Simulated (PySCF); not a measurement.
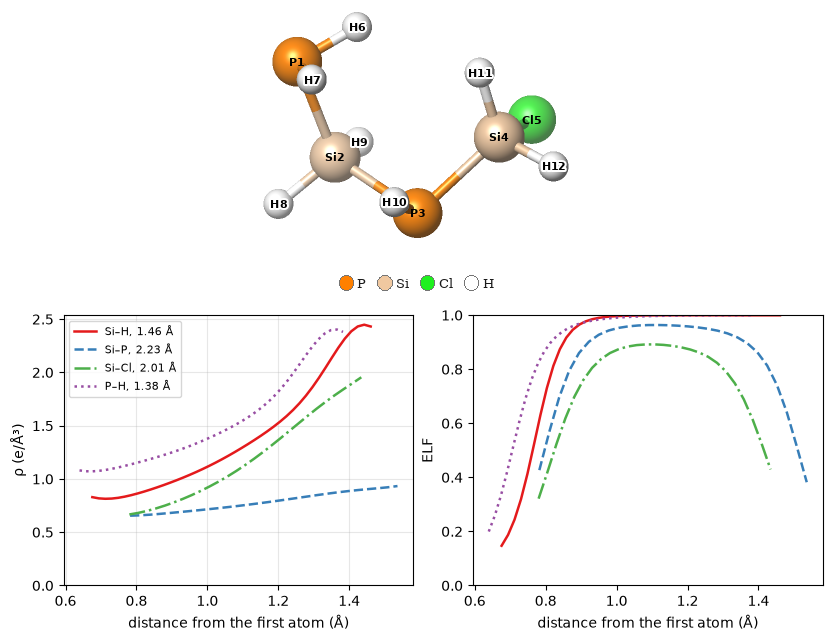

Figure. ClH₇P₂Si₂ (SMILES P[SiH2]P[SiH2]Cl). Total electron density and electron localisation function along straight lines between neighbouring atoms. The curves leave out the atomic cores. The structure is drawn too.

Geometry: GFN2-xTB.

Method: CAM-B3LYP/def2-SVPD, SCF density, gas phase (PySCF).

Input

```
{"job": {"kind": "uv", "xc": "CAM-B3LYP", "basis": "def2-SVPD", "nstates": 8, "ntriplets": 3}, "charge": 0, "multiplicity": 1}
P     -2.273765     0.915457    -0.529862
Si    -1.147883    -1.037687    -0.586437
P      0.564640    -1.316769     0.853460
Si     1.916733     0.396531     0.375065
Cl     2.655351     0.078376    -1.470064
H     -1.200196     1.698718    -0.923843
H     -2.040374     1.172000     0.812501
H     -2.108291    -2.095769    -0.257700
H     -0.624106    -1.220739    -1.941491
H     -0.032854    -0.687680     1.929877
H      1.278422     1.716132     0.372941
H      3.013521     0.380743     1.339526
```

Command:

```sh
OMP_NUM_THREADS=1 python probes_run.py task.json out
```

> What can be read from the curves?

Si–H (1.46 Å): the density is about 0.82 e/Å³ at the midpoint; the ELF climbs to about 1 towards the hydrogen, as it does in any bond to H.
Si–P (2.23 Å): ρ is about 0.76 e/Å³ halfway; the ELF peaks at about 0.95 between the atoms; localised, covalent bonding.
Si–Cl (2.01 Å): the density is about 0.93 e/Å³ at the midpoint; the ELF peaks at about 0.90 between the atoms, as expected for a polar covalent bond.
P–H (1.38 Å): ρ at the midpoint is about 1.1 e/Å³; the ELF climbs to about 1 towards the hydrogen.
